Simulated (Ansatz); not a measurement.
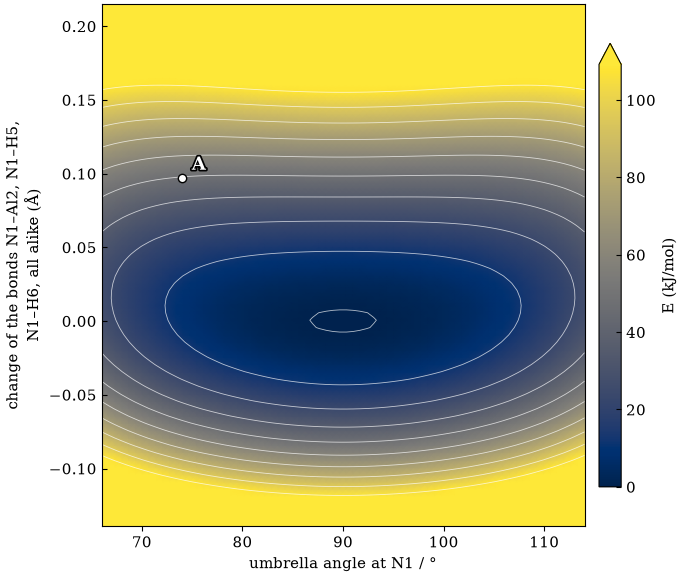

AlClH2NO, SMILES [NH2][Al]([O-])[Cl], charge −1. Coordinates scanned: (1) umbrella angle at N1 (between each of its bonds and their common axis; 90 is planar); (2) change of the bonds N1–Al2, N1–H5, N1–H6, all alike. Nothing is relaxed (all other coordinates rigid). The grid has 13 × 13 points; 91 points were computed and 78 follow by symmetry. Points are written as (first, second). Energies: kJ/mol, counted from the lowest grid point. Level of theory: RHF/def2-SVPD (Ansatz 0.2.0).

In the figure: a smooth colour map with a few white contour lines, one colour for all values above the top of the scale, the point A. Between grid points the surface is interpolated.

Is A at rest? If not, where is it pushed?

Answer. A, at (74°, 0.097 Å), is not a stationary point. The computed force is 0.43 kJ/mol for each degree towards larger values of the first coordinate and 790 kJ/mol for each Å towards smaller values of the second coordinate.
